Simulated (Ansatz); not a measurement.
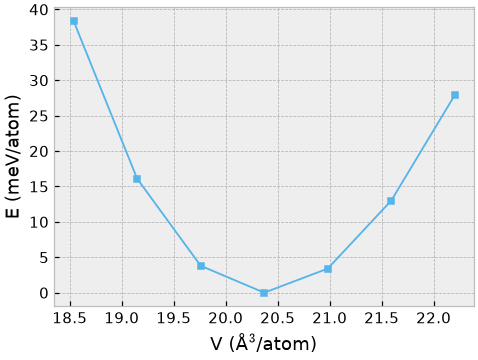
Fig. 1. Ca3GeO (anti-perovskite, space group No. 221) under volume change, PBEsol in the plane-wave PAW code Ansatz, scaled uniformly.

Question: What does a third-order Birch–Murnaghan fit give for V₀, B₀ and B′?

Answer: V₀ = 20.37 Å³/atom, B₀ = 63.1 GPa, B′ = 4.3.

Space group Pm-3m (anti-perovskite). The workflow started from an entry of the Crystallography Open Database (COD), which files this formula under 2 space groups. Its standing as an ambient phase is unchecked. The cell was relaxed with PBEsol under the symmetry of its start; whether a distortion lowers the energy is not shown.

Potentials: the later of the program's two PAW sets.
